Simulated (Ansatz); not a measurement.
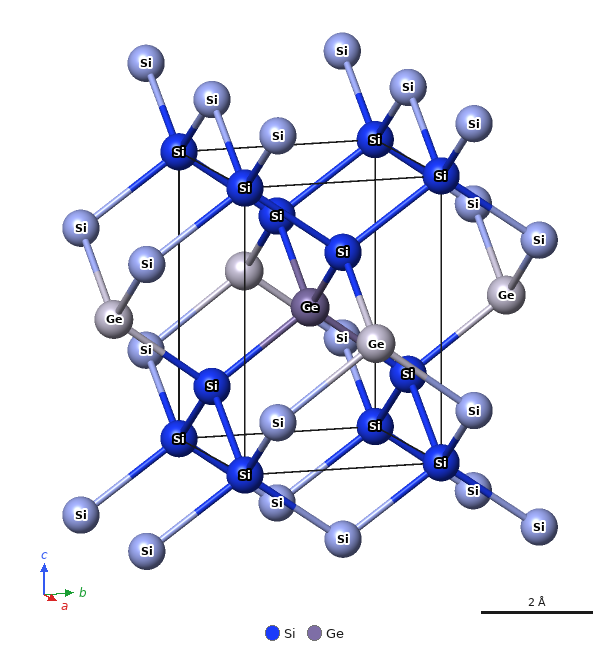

The image is a ball-and-stick drawing of a crystal, viewed slightly off an axis. The conventional unit cell is drawn as a box. The bonded neighbours beyond the faces are included, in fainter colours.

Si3Ge, space group P-4m2 (No. 115), a = 3.754 Å, b = 3.754 Å, c = 5.294 Å, α = 90.00°, β = 90.00°, γ = 90.00°. Source of the structure: a structure type filled with these elements by a generator (whether the compound takes this form wasn't checked). The cell was then strained or its atoms displaced on purpose. It was run through Ansatz as a DFT input.

This one geometry was computed with Ansatz (DFT, plane waves, PAW) at three levels of theory: HSE06, r2SCAN and PBE. It was relaxed with r2SCAN and then strained.

Q: Which level gives the highest pressure at this volume, and what does that say about its equilibrium volume?

A: Highest: PBE (13.6 GPa), which points to the largest equilibrium volume. Lowest, with the smallest volume: HSE06 (12.4 GPa) and r2SCAN (12.0 GPa). Levels within 0.5 GPa of each other can't be told apart.

Q: How does the band gap change with the level of theory?

A: PBE: a gap of 0.14 eV, indirect; r2SCAN: a gap of 0.34 eV, indirect; HSE06: a gap of 0.72 eV, indirect.

Q: Collect the results in a table.

A:
| level | cutoff (eV) | k-mesh of the run's cell | gap (eV) | pressure (GPa) |
| --- | --- | --- | --- | --- |
| HSE06 | 420 | 4×4×4 | 0.72 | 12.4 |
| r2SCAN | 500 | 6×6×6 | 0.34 | 12.0 |
| PBE | 420 | 6×6×6 | 0.14 | 13.6 |

Gaps are taken on the k-mesh or band path of each run.
